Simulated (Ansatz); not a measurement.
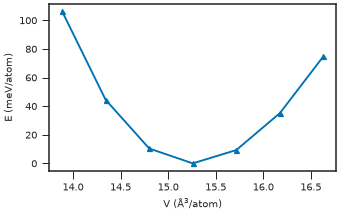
Fig. 1. MoPd (L1₀ or tetragonal B2, P4/mmm) under volume change, the program Ansatz at the PBE level (PAW), shape and atoms relaxed at each volume.

Question: What does a third-order Birch–Murnaghan fit give for V₀, B₀ and B′?

Answer: V₀ = 15.26 Å³/atom, B₀ = 229 GPa, B′ = 4.8.

The start of the workflow was typed in or built on a structure type; neither database checked (COD, Materials Project) lists it. Whether it is the stable phase at ambient conditions was not checked. The cell was relaxed with PBE under the symmetry of its start; whether a distortion lowers the energy is not shown. The run is not spin-polarised.

Potentials: the earlier of the program's two PAW sets.
